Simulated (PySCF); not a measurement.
Molecule: Cu(Cl)2, Cl2Cu, SMILES [Cl][Cu][Cl], doublet. Atoms near the plane z = 0.0 Å, at the PBE0/def2-SVP optimised geometry (x, y, z in Å): Cu1 (0.0, 0.0, 0.0), Cl2 (-2.1, 0.0, 0.0), Cl3 (2.1, 0.0, 0.0).

Calculation: PySCF with unrestricted PBE0/def2-TZVP. Cells within 0.4 Å of a nucleus heavier than hydrogen are left out (blank, or x). The values are rescaled to run from 0 to 1.

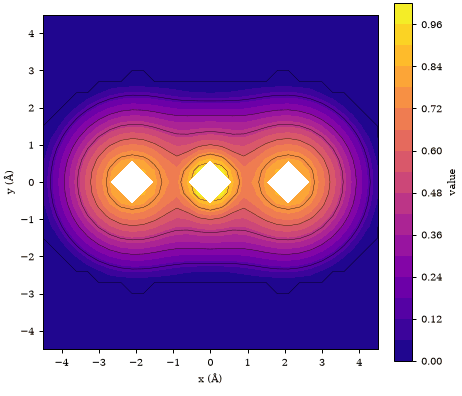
Fig. 1. a field on the plane z = 0.0 Å.

Question: Which quantity is mapped?
A. Laplacian of the electron density
B. spin density
C. log10 of the electron density
D. electrostatic potential

Answer: C, log10 of the electron density. In full: log10 of the electron density (e/bohr³), floored at −4.
